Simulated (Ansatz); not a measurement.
| atom | x (Å) | y (Å) | z (Å) |
| --- | --- | --- | --- |
| Al | -0.7505 | 0.2047 | 1.6126 |
| N | 1.9521 | -1.0614 | 0.4584 |
| N | -0.8062 | 0.4221 | -0.0121 |
| C | -1.3756 | 0.8617 | -1.2293 |
| H | 1.2617 | -0.6265 | -0.1601 |
| Cl | -0.5919 | -0.1750 | 3.6466 |
| H | 2.0824 | -2.0251 | 0.1631 |
| H | 2.8366 | -0.5746 | 0.3420 |
| H | -2.4825 | 0.8998 | -1.2357 |
| H | -1.0342 | 1.8777 | -1.5149 |
| H | -1.0920 | 0.1966 | -2.0706 |

Not at a stationary point (largest force 0.6 eV/Å).

The calculation used RKS PBE0-D4/def2-SVP (Ansatz).

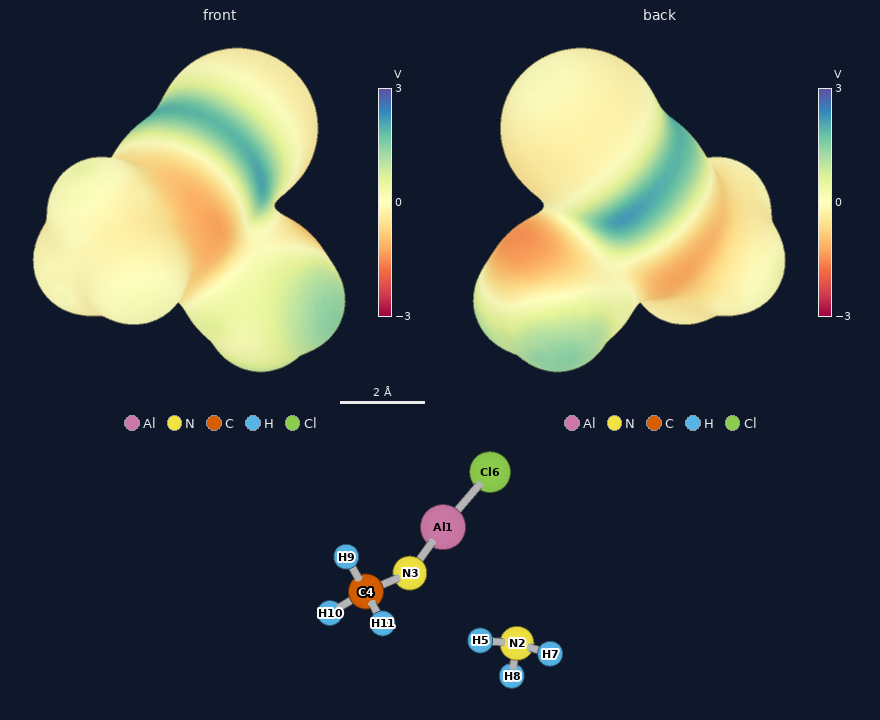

CH₃AlClN···NH₃. The electrostatic potential painted on the density surface at 0.002 e/bohr³, seen from the front and from behind; the colour scale runs from red (negative) to blue (positive). The bare structure is drawn below in the same view.

Q: Describe the electrostatic potential map.

A: The most negative region (about −1.4 V) lies over N2, the most positive (about +2.1 V) over Al1. N2 is the likeliest acceptor of a hydrogen bond.
